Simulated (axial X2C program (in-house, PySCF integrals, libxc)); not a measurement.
# All-electron X2C curves of GaP⁻, part 2 of 2

Computed with an in-house X2C program for linear molecules on PySCF integrals; all-electron X2C, Ga dyall-acv3z, P dyall-av3z. Earlier steps stand in the parts before.

## (9) PBE0, 2c

State followed: Ω = 1/2 (excess of +ω over −ω: ω = 1/2). The scan is laid around 2.134 Å, a first estimate of the minimum, and this SCF restarts from the orbitals of the search.

The SCF at the reference distance of 2.134 Å:

```text
two-component X2C + atomic mean field  PBE0
basis functions 186  fitting functions 1035  grid points 5083
iter        total energy     max residual
   1      -2285.098300631     2.02e-06
   2      -2285.098300631     1.84e-06
converged
one-electron -3420.08144816  Coulomb 1119.55170027  exact exchange -24.30437576  xc functional -74.88021642  nuclear repulsion 115.30806142  atomic mean-field constant -0.69202198
```

Along the bond, energies from the lowest point:

```
R (Å)  E (eV)  μ (D)  HOMO (eV)  LUMO (eV)  iterations
1.857  0.8647  -2.95      -0.70       1.85          15
1.942  0.3562  -3.28      -0.60       1.73          15
2.006  0.1397  -3.52      -0.53       1.66          15
2.070  0.0295  -3.76      -0.47       1.59          15
2.134  0.0000  -4.01      -0.41       1.54           2
2.209  0.0411  -4.31      -0.34       1.49          16
2.283  0.1407  -4.61      -0.28       1.45          19
2.379  0.3255  -5.02      -0.21       1.42          21
2.497  0.6022  -5.51      -0.12       1.40          17
2.667  1.0413  -6.09       0.02       1.38          24
```

Dipoles are positive if P is the positive end and refer to the centre of mass.

Outer spinors at the reference distance:

| ω | occupied | ε (eV) | atomic character | λ mixture |
| --- | --- | --- | --- | --- |
| 1/2 | yes | -17.35 | 99% Ga d | 67% σ, 33% π |
| -1/2 | yes | -17.29 | 99% Ga d | 55% π, 45% σ |
| 3/2 | yes | -17.26 | 100% Ga d | 78% δ, 22% π |
| -3/2 | yes | -17.25 | 100% Ga d | 82% δ, 18% π |
| 1/2 | yes | -16.91 | 99% Ga d | 67% π, 33% σ |
| -1/2 | yes | -16.87 | 99% Ga d | 55% σ, 45% π |
| 3/2 | yes | -16.84 | 100% Ga d | 78% π, 22% δ |
| 5/2 | yes | -16.82 | 100% Ga d | 100% δ |
| -5/2 | yes | -16.82 | 100% Ga d | 100% δ |
| -3/2 | yes | -16.80 | 100% Ga d | 82% π, 18% δ |
| 1/2 | yes | -10.24 | 59% P s, 16% Ga s, 12% Ga p | 100% σ |
| -1/2 | yes | -9.56 | 59% P s, 17% Ga s, 11% Ga p | 100% σ |
| 1/2 | yes | -4.81 | 40% Ga s, 35% P p, 11% P s | 100% σ |
| -1/2 | yes | -3.88 | 42% Ga s, 32% P p, 11% P s | 100% σ |
| 1/2 | yes | -1.14 | 38% Ga p, 38% P p, 14% Ga s | 100% σ |
| -1/2 | yes | -0.60 | 64% P p, 26% Ga p, 5% Ga d | 100% π |
| 3/2 | yes | -0.56 | 65% P p, 25% Ga p, 5% Ga d | 100% π |
| 1/2 | yes | -0.45 | 64% P p, 26% Ga p, 6% Ga d | 100% π |
| -3/2 | yes | -0.41 | 65% P p, 25% Ga p, 6% Ga d | 100% π |
| -1/2 | no | 1.54 | 34% P p, 34% Ga p, 22% Ga s | 100% σ |
| 1/2 | no | 2.41 | 85% Ga p, 13% Ga s | 100% σ |
| -1/2 | no | 2.51 | 93% Ga p, 4% Ga d, 2% P p | 100% π |
| 3/2 | no | 2.51 | 94% Ga p, 4% Ga d, 2% P p | 100% π |

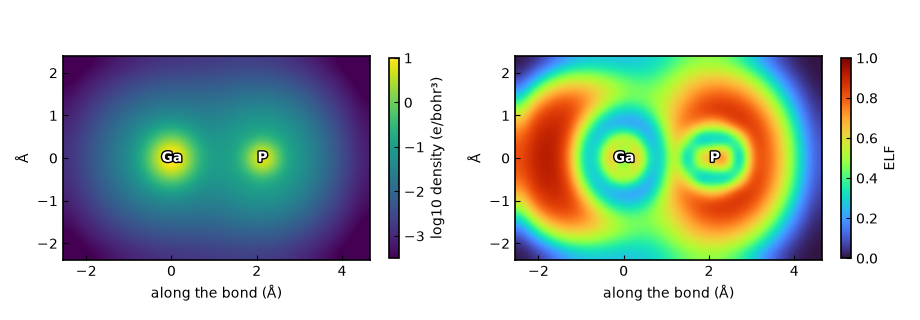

PBE0 fields in a plane through the axis, from a grid of 0.3 Å; Ga lies at z = 0 and P at z = 2.134 Å; the ELF is damped to zero where the density is low.

Re = 2.130 Å, ωe = 437 cm⁻¹, ωexe = 1.69 cm⁻¹, Be = 0.1739 cm⁻¹, De = 3.21 eV, μ = -4.00 D.

## (10) HF, 2c

The SCF at the reference distance of 2.134 Å:

```text
two-component X2C + atomic mean field  HF
basis functions 186  fitting functions 1035  grid points 5083
iter        total energy     max residual
   1      -2283.131211483     1.56e-01
   2      -2283.159306271     9.99e-03
   3      -2283.160474769     7.17e-03
   4      -2283.161088994     1.53e-03
   5      -2283.161235170     6.82e-04
   6      -2283.161306623     5.82e-04
   7      -2283.161339771     4.21e-04
   8      -2283.161378596     4.56e-04
   9      -2283.161427882     4.36e-04
  10      -2283.161491857     3.84e-04
  11      -2283.161556681     3.48e-04
  12      -2283.161702551     2.71e-04
  13      -2283.161816623     2.02e-04
  14      -2283.161812791     2.53e-04
  15      -2283.161832386     2.45e-04
  16      -2283.161840527     2.67e-04
  17      -2283.161835952     2.55e-04
  18      -2283.161820831     1.99e-04
  19      -2283.161790833     1.17e-04
  20      -2283.161779258     6.70e-05
  21      -2283.161775381     4.60e-05
  22      -2283.161775165     2.74e-05
  23      -2283.161775197     1.59e-05
  24      -2283.161775244     9.24e-06
  25      -2283.161775225     6.76e-06
  26      -2283.161775229     2.78e-06
  27      -2283.161775230     1.42e-06
converged
one-electron -3420.22121858  Coulomb 1119.81827308  exact exchange -97.37486917  xc functional 0.00000000  nuclear repulsion 115.30806142  atomic mean-field constant -0.69202198
```

No constants are quoted: the solution changes its character somewhere along the scan, so the fit is set aside.

## (11) BLYP, 2c

The SCF at the reference distance of 2.134 Å:

```text
two-component X2C + atomic mean field  BLYP
basis functions 186  fitting functions 1035  grid points 5083
iter        total energy     max residual
   1      -2285.606795340     5.43e-02
   2      -2285.612449900     1.45e-02
   3      -2285.587286916     2.50e-02
   4      -2285.606972127     1.24e-02
   5      -2285.615187164     2.44e-03
   6      -2285.615517909     4.88e-04
   7      -2285.615525732     1.34e-04
   8      -2285.615526525     2.62e-05
   9      -2285.615526542     8.70e-06
  10      -2285.615526545     4.77e-06
  11      -2285.615526546     1.21e-06
converged
one-electron -3419.49008414  Coulomb 1118.91286983  exact exchange 0.00000000  xc functional -99.65435168  nuclear repulsion 115.30806142  atomic mean-field constant -0.69202198
```

No constants are quoted: the solution changes its character somewhere along the scan, so the fit is set aside.

## (12) MP2 and beyond, 2c

Correlated methods: 9 electrons correlated (frozen shells, counted by type: Ga 3 s, 2 p, 1 d; P 2 s, 1 p), 293 virtual spinors in MP2, 90 natural virtuals in coupled cluster.

Output of the correlated part at 2.134 Å:

```text
correlated 9  virtual 293  natural virtual 90  E(MP2) -0.211970694  MP2 remainder -0.006849102
iter   CCSD correlation   residual
   1     -0.213965773   1.50e-01
   2     -0.221871534   6.96e-02
   3     -0.225286397   3.69e-02
   4     -0.225929743   1.99e-02
   5     -0.226502000   1.12e-02
   6     -0.226653462   5.36e-03
   7     -0.226710306   1.83e-03
   8     -0.226725414   7.46e-04
   9     -0.226720548   4.26e-04
  10     -0.226724261   3.26e-04
  11     -0.226722005   2.69e-04
  12     -0.226724127   2.26e-04
  13     -0.226722537   1.76e-04
  14     -0.226722052   1.17e-04
  15     -0.226723382   6.29e-05
  16     -0.226723861   3.29e-05
  17     -0.226724259   1.49e-05
  18     -0.226724460   8.04e-06
  19     -0.226724573   4.47e-06
  20     -0.226724709   2.37e-06
  21     -0.226724731   1.16e-06
  22     -0.226724756   7.17e-07
  23     -0.226724758   5.17e-07
(T) -0.017054066  T1 0.0652  D1 0.1135  max T2 0.068
```

MP2: No constants are quoted: the reference changes its character somewhere along the scan, so the fit is set aside.

CCSD: No constants are quoted: the reference changes its character somewhere along the scan, so the fit is set aside.

CCSD(T): No constants are quoted: the reference changes its character somewhere along the scan, so the fit is set aside.

## (13) A higher determinant, 2c

State: Ω = 3/2 (excess of +ω over −ω: ω = 3/2).

Output at the reference distance:

```text
two-component X2C + atomic mean field  PBE0
basis functions 186  fitting functions 1035  grid points 5083
iter        total energy     max residual
   1      -2285.091820293     8.50e-06
   2      -2285.091820296     9.56e-06
   3      -2285.091820298     1.76e-06
converged
one-electron -3420.34620958  Coulomb 1119.84517452  exact exchange -24.31378715  xc functional -74.89303753  nuclear repulsion 115.30806142  atomic mean-field constant -0.69202198
```

```
R (Å)  E above the lowest PBE0 point (eV)
1.857                               1.715
1.942                               0.967
2.006                               0.590
2.070                               0.335
2.134                               0.176
2.209                               0.086
2.283                               0.073
2.379                               0.139
2.497                               0.304
```

Re = 2.260 Å, ωe = 379 cm⁻¹, ωexe = 1.26 cm⁻¹, Be = 0.1544 cm⁻¹, μ = -2.85 D. Te = 0.07 eV.

## (14) The 2c curves together

Energy (eV) of the followed determinant, 2c, from each level's lowest point:

```
R (Å)   PBE0  HF (jumps)  MP2 (its reference jumps)  CCSD (its reference jumps)  CCSD(T) (its reference jumps)  BLYP (jumps)
1.857  0.865       1.039                      0.921                         n/a                            n/a         1.027
1.942  0.356       0.485                      0.379                       0.481                          0.496         0.472
2.006  0.140       0.233                      0.098                       0.209                          0.215         0.219
2.070  0.030       0.085                      0.000                       0.059                          0.061         0.072
2.134  0.000       0.013                      0.011                       0.000                          0.000         0.004
2.209  0.041       0.000                      0.118                       0.018                          0.019         0.000
2.283  0.141         n/a                        n/a                         n/a                            n/a         0.055
2.379  0.326       0.141                      0.565                       0.277                          0.288         0.183
2.497  0.602       0.303                      0.942                         n/a                            n/a         0.233
2.667  1.041       0.539                      1.463                         n/a                            n/a         0.476
```

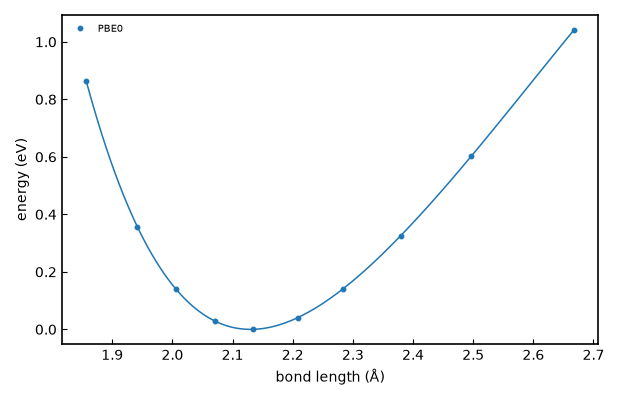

Curves of the followed state, 2c, each from its own lowest point. Left out: HF, MP2, CCSD, CCSD(T), BLYP.

The whole job took 2.8 min on 1 thread of Arm Neoverse V2, shared host.

## (15) Constants

This closing draws on all 2 parts.

Lowest determinant that the search found at its distance, spin-free: M_S = 1/2, Λ = 0 (beyond closed shells: σα).

Lowest determinant that the search found at its distance, 2c: Ω = 1/2 (excess of +ω over −ω: ω = 1/2).

```json
{"Hamiltonian": "spin-free", "level": "PBE0", "Re (Å)": "2.130", "ωe (cm⁻¹)": "437", "De (eV)": "3.21", "μ (D)": "-4.00"}
{"Hamiltonian": "spin-free", "level": "HF", "Re (Å)": "2.185", "ωe (cm⁻¹)": "368", "De (eV)": "1.27", "μ (D)": "-4.28"}
{"Hamiltonian": "spin-free", "level": "CCSD", "Re (Å)": "2.153", "ωe (cm⁻¹)": "444", "De (eV)": "2.92", "μ (D)": "n/a"}
{"Hamiltonian": "spin-free", "level": "CCSD(T)", "Re (Å)": "2.153", "ωe (cm⁻¹)": "451", "De (eV)": "3.19", "μ (D)": "n/a"}
{"Hamiltonian": "spin-free", "level": "BLYP", "Re (Å)": "2.174", "ωe (cm⁻¹)": "395", "De (eV)": "3.13", "μ (D)": "-3.82"}
{"Hamiltonian": "2c", "level": "PBE0", "Re (Å)": "2.130", "ωe (cm⁻¹)": "437", "De (eV)": "3.21", "μ (D)": "-4.00"}
```

Dipoles are positive if P is the positive end and refer to the centre of mass. No constants: spin-free MP2 (the reference is strongly spin-contaminated); 2c HF (the solution changes its character somewhere along the scan, so the fit is set aside); 2c MP2 (the reference changes its character somewhere along the scan, so the fit is set aside); 2c CCSD (the reference changes its character somewhere along the scan, so the fit is set aside); 2c CCSD(T) (the reference changes its character somewhere along the scan, so the fit is set aside); 2c BLYP (the solution changes its character somewhere along the scan, so the fit is set aside). Spin-free ⟨S²⟩ is off its pure value at HF 0.96.

Time per point (s) on 1 thread of Arm Neoverse V2, shared host (2c runs); the times are rough: PBE0 1.

**Reading.** At PBE0, going from spin-free to two-component changes Re by 0 mÅ, ωe by -0.1 %, which is small (part of it comes from the scalar share of the two-electron terms). De moves by -0.01 eV; both De rest on single-determinant atoms, which can miss part of an open shell's spin–orbit lowering.

De refers to Ga + P-; at HF, spin-free, to Ga- + P, each in the lowest determinant found, which need not be this curve's own limit. The state is a single determinant with fixed occupations, the lowest that a limited PBE0 search found. Dissociation energies refer to the lowest single-determinant-based atoms at the same level and basis. Density functionals use the spin component along the axis (collinear). Coupled cluster ran in a truncated set of natural virtual spinors; the MP2 energy of the rest was added. At some level an empty orbital lies below a filled one. The spin-free determinant is spin-contaminated at some levels. With the outer-core shells frozen, correlated bond lengths of heavy atoms tend to come out a few hundredths of an ångström too long. T1 at Re is 0.049 (Lee–Taylor), above the customary mark of 0.02.
